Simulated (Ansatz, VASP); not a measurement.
# FeSb: VASP beside Ansatz

One calculation is typed for both programs; each brings its own data sets and cutoff. How far apart do they land? The cell comes out of earlier VASP steps on this material, which relaxed, scaled or displaced it; both programs get it as it stands.

Program: Ansatz 0.2.0. Level of theory: plane waves, with VASP 6.6.1 beside it; zone-centre phonons at PBEsol, DFT+U. Results are calculated unless marked as measured.

**1. The structure**

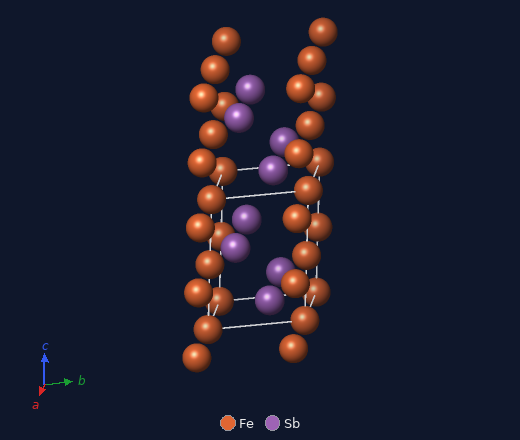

The cell as given, slightly off an axis (iron orange, antimony purple). 2×1×2 cells are drawn. Some periodic images of atoms are drawn too.

As a file:

```
Fe Sb
1.0
     4.23562    0.00000    0.00000
    -2.11781    3.66816    0.00000
     0.00000    0.00000    5.40333
Fe Sb
2 2
Direct
  0.00000 0.00000 0.00000
  0.00000 0.00000 0.50000
  0.33333 0.66667 0.25000
  0.66667 0.33333 0.75000
```

**2. VASP: zone-centre phonons, PBEsol, DFT+U**

Second derivatives magnify differences that forces hide, and they need a tight electronic threshold.

Lines of VASP's logs that name or quote its potential files are left out, and so is its time.

The input, INCAR:

```
SYSTEM = FeSb
PREC = Accurate
ENCUT = 400
EDIFF = 1E-08
NELM = 100
ISMEAR = 1
SIGMA = 0.2
LREAL = .FALSE.
ALGO = Normal
GGA = PS
NBANDS = 21
ISPIN = 2
MAGMOM = 3.347 3.347 -0.129 -0.129
LDAU = .TRUE.
LDAUTYPE = 2
LDAUL = 2 -1
LDAUU = 5 0
LDAUJ = 0 0
LDAUPRINT = 1
LASPH = .TRUE.
LMAXMIX = 4
LORBIT = 11
LWAVE = .FALSE.
LCHARG = .FALSE.
KPAR = 4
IBRION = 6
NFREE = 2
POTIM = 0.015
ISIF = 2
NSW = 1
```

The input, POSCAR:

```
FeSb
1.0
    4.2356207301      0.0000000000      0.0000000000
   -2.1178103651      3.6681551531      0.0000000000
    0.0000000000      0.0000000000      5.4033270623
Fe Sb
2 2
Direct
    0.0000000000      0.0000000000      0.0000000000
    0.0000000000      0.0000000000      0.5000000000
    0.3333333333      0.6666666667      0.2500000000
    0.6666666667      0.3333333333      0.7500000000
```

The input, KPOINTS:

```
Automatic mesh
0
Gamma
11 11 7
0 0 0
```

The projector-augmented-wave data sets are Fe and Sb (PBE family, release 64).

Started as:

```console
$ mpirun -np 4 vasp_std
```

Numbers of over 12 decimals in the logs are rounded to 6 here.

The log of the run:

```text
[banner, memory and clock lines left out]
running    4 mpi-ranks, on    1 nodes
 distrk:  each k-point on    1 cores,    4 groups
 distr:  one band on    1 cores,    1 groups

 POSCAR found type information on POSCAR FeSb
 POSCAR found :  2 types and       4 ions
|                                                                             |
|               ----> ADVICE to this user running VASP <----                  |
|                                                                             |
|     You enforced a specific xc type in the INCAR file but a different       |
|     [... a line on the potential file left out ...]
|     I HOPE YOU KNOW WHAT YOU ARE DOING!                                     |
|                                                                             |

 LDA part: xc-table for (Slater+PW92), standard interpolation
 POSCAR, INCAR and KPOINTS ok, starting setup
 FFT: planning ... GRIDC
 FFT: planning ... GRID_SOFT
 FFT: planning ... GRID
 WAVECAR not read
 entering main loop
       N       E                     dE             d eps       ncg     rms          rms(c)
DAV:   1     0.140939791565E+03    0.14094E+03   -0.86984E+03  5376   0.938E+02
DAV:   2    -0.123012523713E+02   -0.15324E+03   -0.14644E+03  5406   0.237E+02
DAV:   3    -0.211572827413E+02   -0.88560E+01   -0.83567E+01  6654   0.694E+01
DAV:   4    -0.213820576912E+02   -0.22477E+00   -0.22398E+00  6440   0.110E+01
DAV:   5    -0.213883547618E+02   -0.62971E-02   -0.62955E-02  6732   0.189E+00    0.196E+01
DAV:   6    -0.214077652053E+02   -0.19410E-01   -0.41218E+01  6647   0.120E+02    0.285E+01
DAV:   7    -0.191218845601E+02    0.22859E+01   -0.12587E+01  6148   0.644E+01    0.716E+00
DAV:   8    -0.194604003905E+02   -0.33852E+00   -0.14074E+00  7428   0.866E+00    0.364E+00
DAV:   9    -0.197470411611E+02   -0.28664E+00   -0.89452E-01  8249   0.728E+00    0.211E+00
DAV:  10    -0.198823598966E+02   -0.13532E+00   -0.13016E-01  7146   0.369E+00    0.129E+00
DAV:  11    -0.199685500687E+02   -0.86190E-01   -0.16316E-01  6994   0.512E+00    0.645E-01
DAV:  12    -0.199763048314E+02   -0.77548E-02   -0.15546E-02  7013   0.170E+00    0.334E-01
DAV:  13    -0.199805365677E+02   -0.42317E-02   -0.41539E-03  7101   0.954E-01    0.120E-01
DAV:  14    -0.199810048248E+02   -0.46826E-03   -0.81366E-04  7224   0.326E-01    0.536E-02
DAV:  15    -0.199810682707E+02   -0.63446E-04   -0.14056E-04  7527   0.149E-01    0.357E-02
DAV:  16    -0.199810866129E+02   -0.18342E-04   -0.32813E-05  7071   0.526E-02    0.108E-02
DAV:  17    -0.199810908121E+02   -0.41992E-05   -0.48704E-06  7748   0.277E-02    0.438E-03
DAV:  18    -0.199810909707E+02   -0.15864E-06   -0.96819E-07  6771   0.118E-02    0.264E-03
DAV:  19    -0.199810908883E+02    0.82428E-07   -0.39171E-07  7465   0.733E-03    0.183E-03
DAV:  20    -0.199810909347E+02   -0.46444E-07   -0.80919E-08  6160   0.450E-03    0.579E-04
DAV:  21    -0.199810909757E+02   -0.40958E-07   -0.10935E-08  3307   0.133E-03    0.238E-04
DAV:  22    -0.199810909939E+02   -0.18205E-07   -0.46752E-09  3153   0.568E-04    0.911E-05
DAV:  23    -0.199810909979E+02   -0.39936E-08   -0.95904E-10  3068   0.321E-04
   1 F= -.19981091E+02 E0= -.19981643E+02  d E =0.165476E-02  mag=     6.3155
[...]
2 F= -.19980527E+02 E0= -.19981079E+02  d E =0.165541E-02  mag=     6.3154
[...]
4 F= -.19980335E+02 E0= -.19980891E+02  d E =0.166592E-02  mag=     6.3155
[...]
5 F= -.19980335E+02 E0= -.19980891E+02  d E =0.166592E-02  mag=     6.3155
[...]
6 F= -.19980479E+02 E0= -.19981032E+02  d E =0.165903E-02  mag=     6.3156
[...]
7 F= -.19980480E+02 E0= -.19981033E+02  d E =0.165884E-02  mag=     6.3155
[...]
8 F= -.19980632E+02 E0= -.19981182E+02  d E =0.165062E-02  mag=     6.3153
 Finite differences progress:
  Degree of freedom:   4/  4
  Displacement:        1/  2
  Total:               7/  8
 bond charge predicted
       N       E                     dE             d eps       ncg     rms          rms(c)
DAV:   1    -0.199800022804E+02    0.62943E-03   -0.19346E-01  7986   0.239E+00    0.215E-01
DAV:   2    -0.199807125662E+02   -0.71029E-03   -0.11399E-02 10509   0.277E+00    0.298E-01
DAV:   3    -0.199806358934E+02    0.76673E-04   -0.11454E-03 10435   0.107E+00    0.628E-02
DAV:   4    -0.199806402376E+02   -0.43442E-05   -0.28953E-04 12198   0.206E-01    0.311E-02
DAV:   5    -0.199806318174E+02    0.84202E-05   -0.10189E-04 11981   0.263E-01    0.163E-02
DAV:   6    -0.199806314837E+02    0.33374E-06   -0.11727E-05 11271   0.954E-02    0.614E-03
DAV:   7    -0.199806316458E+02   -0.16209E-06   -0.56241E-06 11793   0.367E-02    0.591E-03
DAV:   8    -0.199806317305E+02   -0.84781E-07   -0.82485E-07 10732   0.207E-02    0.191E-03
DAV:   9    -0.199806317127E+02    0.17852E-07   -0.19339E-07 11428   0.817E-03    0.480E-04
DAV:  10    -0.199806317164E+02   -0.37230E-08   -0.27582E-08  6333   0.143E-03
   9 F= -.19980632E+02 E0= -.19981182E+02  d E =0.165060E-02  mag=     6.3153
 Finite differences progress:
  Degree of freedom:   4/  4
  Displacement:        2/  2
  Total:               8/  8
```

From OUTCAR (step 2):

```text
ion  position               nearest neighbor table
   1  0.000  0.000  0.000-   2 2.70   2 2.70   4 2.79   3 2.79   4 2.79   3 2.79   4 2.79   3 2.79

  LATTYP: Found a hexagonal cell.
 ALAT       =     4.2356207301
 C/A-ratio  =     1.2756871794

 Subroutine GETGRP returns: Found 24 space group operations
 (whereof 12 operations were pure point group operations)

The static configuration has the point symmetry D_3d.
 The point group associated with its full space group is D_6h.

 Found     64 irreducible k-points:

   k-points           NKPTS =     64   k-points in BZ     NKDIM =     64   number of bands    NBANDS=     21

   dimension x,y,z NGX =    28 NGY =   28 NGZ =   36
   dimension x,y,z NGXF=    56 NGYF=   56 NGZF=   72

   ENCUT  =  400.0 eV  29.40 Ry    5.42 a.u.   6.91  6.91  8.81*2*pi/ulx,y,z

   NELECT =      26.0000    total number of electrons

 k-points in reciprocal lattice and weights: Automatic mesh
   0.00000000  0.00000000  0.00000000       0.001
   0.09090909  0.00000000  0.00000000       0.007
   0.18181818  0.00000000  0.00000000       0.007
   0.27272727 -0.00000000  0.00000000       0.007
   0.36363636  0.00000000  0.00000000       0.007
   0.45454545  0.00000000  0.00000000       0.007
   0.09090909  0.09090909  0.00000000       0.007
   0.18181818  0.09090909  0.00000000       0.014
   0.27272727  0.09090909  0.00000000       0.014
[...]
0.27272727  0.27272727  0.42857143       0.014
   0.36363636  0.27272727  0.42857143       0.014

atom =   1  type =  1  l = 2

 onsite density matrix

spin component  1

  0.9482 -0.0000 -0.0000  0.0025  0.0000
 -0.0000  0.9472  0.0000 -0.0000  0.0025
 -0.0000  0.0000  0.9329  0.0000  0.0000
  0.0025 -0.0000  0.0000  0.9472 -0.0000
  0.0000  0.0025  0.0000 -0.0000  0.9482

spin component  2

  0.1552  0.0000  0.0000 -0.1043 -0.0000
  0.0000  0.1155 -0.0000 -0.0000 -0.1043
  0.0000 -0.0000  0.8985 -0.0000  0.0000
 -0.1043 -0.0000 -0.0000  0.1155  0.0000
 -0.0000 -0.1043  0.0000  0.0000  0.1552

 occupancies and eigenvectors

  o =  0.0292  v =  0.0000  0.0000  0.0000  0.0000  0.0000  0.5130  0.4575 -0.0000  0.6196  0.3788      0.0000  0.0000  0.0000  0.0000  0.0000  0.0000  0.0000  0.0000  0.0000  0.0000
[...]
12       7.7846     -0.00000
     13       8.2550     -0.00000
     14       9.0988     -0.00000
     15       9.6076     -0.00000
    ...

 k-point     4 :       0.2727   -0.0000    0.0000
  band No.  band energies     occupation
    ...
      6       4.2229      1.00000
      7       4.7175      1.00000
      8       5.7326      1.00000
      9       6.0198      1.00000
     10       6.3139      1.00028
     11       7.5519     -0.00001
     12       7.5523     -0.00001
     13       8.2483     -0.00000
     14       8.8126     -0.00000
     15       9.4244     -0.00000
    ...

 k-point     5 :       0.3636    0.0000    0.0000
  band No.  band energies     occupation
    ...
      6       4.1785      1.00000
      7       4.3278      1.00000
      8       5.3489      1.00000
      9       5.4339      1.00000
     10       6.1242      1.00000
     11       7.2292     -0.01527
     12       7.6504     -0.00000
     13       8.1561     -0.00000
     14       8.6656     -0.00000
     15       9.1014     -0.00000
    ...

 k-point     6 :       0.4545    0.0000    0.0000
  band No.  band energies     occupation
    ...
      6       4.1122      1.00000
      7       4.1517      1.00000
      8       4.5446      1.00000
      9       5.2803      1.00000
     10       6.0243      1.00000
     11       7.0004      0.06510
     12       7.7131     -0.00000
     13       8.0907     -0.00000
     14       8.6283     -0.00000
     15       8.8843     -0.00000
    ...

  Total        0.0074585      0.0074585     -0.0247692     -0.0000000      0.0000000     -0.0000000
  in kB        0.1423435      0.1423435     -0.4727123     -0.0000000      0.0000000     -0.0000000
  external PRESSURE =      -0.0626751 kB  Pullay stress =       0.0000000 kB

  energy-cutoff  :      400.00
  volume of cell :       83.95
      direct lattice vectors                 reciprocal lattice vectors
     4.235620730  0.000000000  0.000000000     0.236092904  0.136308302  0.000000000
    -2.117810365  3.668155153  0.000000000     0.000000000  0.272616604  0.000000000
     0.000000000  0.000000000  5.403327062     0.000000000  0.000000000  0.185071159

 POSITION                                       TOTAL-FORCE (eV/Angst)
 -----------------------------------------------------------------------------------
      0.00000      0.00000      0.00000        -0.000000      0.000000     -0.022006
      0.00000      0.00000      2.70166         0.000000     -0.000000     -0.021891
     -0.00000      2.44544      1.33583         0.000000      0.000000      0.061263
      2.11781      1.22272      4.05250        -0.000000      0.000000     -0.017365
 -----------------------------------------------------------------------------------
    total drift:                                0.000000      0.000000      0.000014

  FREE ENERGIE OF THE ION-ELECTRON SYSTEM (eV)
  ---------------------------------------------------
  free  energy   TOTEN  =       -19.9806317164 eV

  energy  without entropy=      -19.9822823199  energy(sigma->0) =      -19.98118192

 Eigenvectors and eigenvalues of the dynamical matrix
 ----------------------------------------------------

   1 f  =    6.772579 THz    42.553371 2PiTHz  225.908929 cm-1    28.009125 meV
             X         Y         Z           dx          dy          dz
      0.000000  0.000000  0.000000    -0.000000    0.000000   -0.707107
      0.000000  0.000000  2.701664    -0.000000    0.000000    0.707107
     -0.000000  2.445437  1.350832     0.000000   -0.000000    0.000000
      2.117810  1.222718  4.052495     0.000000    0.000000    0.000000

   2 f  =    6.058947 THz    38.069489 2PiTHz  202.104730 cm-1    25.057782 meV
             X         Y         Z           dx          dy          dz
      0.000000  0.000000  0.000000    -0.262204    0.523636    0.000000
      0.000000  0.000000  2.701664    -0.262204    0.523636   -0.000000
     -0.000000  2.445437  1.350832     0.177440   -0.354358    0.000000
      2.117810  1.222718  4.052495     0.177440   -0.354358    0.000000

   3 f  =    6.058947 THz    38.069489 2PiTHz  202.104730 cm-1    25.057782 meV
             X         Y         Z           dx          dy          dz
      0.000000  0.000000  0.000000    -0.523636   -0.262204    0.000000
      0.000000  0.000000  2.701664    -0.523636   -0.262204   -0.000000
     -0.000000  2.445437  1.350832     0.354358    0.177440   -0.000000
      2.117810  1.222718  4.052495     0.354358    0.177440    0.000000

   4 f  =    4.349936 THz    27.331457 2PiTHz  145.098261 cm-1    17.989883 meV
             X         Y         Z           dx          dy          dz
      0.000000  0.000000  0.000000     0.316597   -0.632271    0.000000
      0.000000  0.000000  2.701664    -0.316597    0.632271    0.000000
     -0.000000  2.445437  1.350832     0.000000    0.000000   -0.000000
      2.117810  1.222718  4.052495    -0.000000   -0.000000    0.000000

   5 f  =    4.349936 THz    27.331457 2PiTHz  145.098261 cm-1    17.989883 meV
             X         Y         Z           dx          dy          dz
      0.000000  0.000000  0.000000     0.632271    0.316597    0.000000
      0.000000  0.000000  2.701664    -0.632271   -0.316597    0.000000
     -0.000000  2.445437  1.350832    -0.000000   -0.000000   -0.000000
      2.117810  1.222718  4.052495     0.000000   -0.000000    0.000000

   6 f  =    4.331635 THz    27.216465 2PiTHz  144.487787 cm-1    17.914194 meV
             X         Y         Z           dx          dy          dz
      0.000000  0.000000  0.000000     0.000000   -0.000000    0.586029
      0.000000  0.000000  2.701664    -0.000000    0.000000    0.586029
     -0.000000  2.445437  1.350832     0.000000    0.000000   -0.395689
      2.117810  1.222718  4.052495    -0.000000   -0.000000   -0.395689

   7 f  =    3.243329 THz    20.378436 2PiTHz  108.185806 cm-1    13.413324 meV
             X         Y         Z           dx          dy          dz
      0.000000  0.000000  0.000000    -0.000000    0.000000   -0.000000
      0.000000  0.000000  2.701664     0.000000   -0.000000   -0.000000
     -0.000000  2.445437  1.350832    -0.000000    0.000000   -0.707107
      2.117810  1.222718  4.052495     0.000000   -0.000000    0.707107

   8 f  =    3.226332 THz    20.271644 2PiTHz  107.618865 cm-1    13.343033 meV
             X         Y         Z           dx          dy          dz
      0.000000  0.000000  0.000000     0.000000   -0.000000   -0.000000
      0.000000  0.000000  2.701664     0.000000    0.000000   -0.000000
     -0.000000  2.445437  1.350832     0.316589   -0.632275   -0.000000
      2.117810  1.222718  4.052495    -0.316589    0.632275    0.000000

   9 f  =    3.226332 THz    20.271644 2PiTHz  107.618865 cm-1    13.343033 meV
             X         Y         Z           dx          dy          dz
      0.000000  0.000000  0.000000    -0.000000    0.000000    0.000000
      0.000000  0.000000  2.701664    -0.000000   -0.000000   -0.000000
     -0.000000  2.445437  1.350832     0.632275    0.316589    0.000000
      2.117810  1.222718  4.052495    -0.632275   -0.316589    0.000000

  10 f/i=    0.002287 THz     0.014372 2PiTHz    0.076297 cm-1     0.009460 meV
             X         Y         Z           dx          dy          dz
      0.000000  0.000000  0.000000     0.296720    0.262700   -0.000000
      0.000000  0.000000  2.701664     0.296720    0.262700   -0.000000
     -0.000000  2.445437  1.350832     0.438465    0.388194   -0.000000
      2.117810  1.222718  4.052495     0.438465    0.388194    0.000000

  11 f/i=    0.002287 THz     0.014372 2PiTHz    0.076297 cm-1     0.009460 meV
             X         Y         Z           dx          dy          dz
      0.000000  0.000000  0.000000    -0.262700    0.296720   -0.000000
      0.000000  0.000000  2.701664    -0.262700    0.296720   -0.000000
     -0.000000  2.445437  1.350832    -0.388194    0.438465    0.000000
      2.117810  1.222718  4.052495    -0.388194    0.438465    0.000000

  12 f/i=    0.006160 THz     0.038702 2PiTHz    0.205463 cm-1     0.025474 meV
             X         Y         Z           dx          dy          dz
      0.000000  0.000000  0.000000    -0.000000    0.000000   -0.395689
      0.000000  0.000000  2.701664     0.000000   -0.000000   -0.395689
     -0.000000  2.445437  1.350832    -0.000000    0.000000   -0.586029
      2.117810  1.222718  4.052495     0.000000   -0.000000   -0.586029

 ELASTIC MODULI CONTR FROM IONIC RELAXATION (kBar)
 Direction    XX          YY          ZZ          XY          YZ          ZX
 --------------------------------------------------------------------------------
 XX        -208.7058    208.7058     -0.0000      0.0000      0.0000      0.0000
 YY         208.7058   -208.7058      0.0000      0.0000      0.0000     -0.0000
 ZZ          -0.0000      0.0000     -0.0000     -0.0000      0.0000     -0.0000
 XY           0.0000      0.0000     -0.0000   -208.7058      0.0000     -0.0000
 YZ           0.0000      0.0000      0.0000      0.0000      0.0000      0.0000
 ZX           0.0000     -0.0000     -0.0000     -0.0000      0.0000     -0.0000
 --------------------------------------------------------------------------------

 total charge
# of ion       s       p       d       tot
------------------------------------------
    1        0.383   0.390   6.139   6.912
    2        0.383   0.390   6.139   6.912
    3        1.159   1.270   0.037   2.466
    4        1.159   1.270   0.037   2.466
--------------------------------------------------
tot          3.084   3.322  12.350  18.756

 magnetization (x)
# of ion       s       p       d       tot
------------------------------------------
    1        0.035   0.025   3.286   3.345
    2        0.035   0.025   3.286   3.345
    3        0.022  -0.151   0.001  -0.129
    4        0.022  -0.151   0.001  -0.129
--------------------------------------------------
tot          0.113  -0.253   6.573   6.433
```

CONTCAR:

```
FeSb
   1.00000000000000
     4.2356207301000000    0.0000000000000000    0.0000000000000000
    -2.1178103651000000    3.6681551530999998    0.0000000000000000
     0.0000000000000000    0.0000000000000000    5.4033270622999998
  Fe              Sb
     2     2
Direct
     0.0000000000000000    0.0000000000000000    0.0000000000000000
     0.0000000000000000    0.0000000000000000    0.5000000000000000
     0.3333333332999970    0.6666666667000030    0.2472239326202077
     0.6666666667000030    0.3333333332999970    0.7500000000000000
```

(Continued in part 2 of 2.)

[Lines on the potential files, build, host, timing and source positions are cut from VASP's logs without a mark.]

[Logs are printed without paths, hosts, clocks, repeated set-up lines and the standing remarks that a program may print on its own settings, such as how far it seeks lower states.]

[Hosts, paths, dates, database ids (printed as entryN), source tags and the programs' standing remarks are cut or masked in the printed files.]
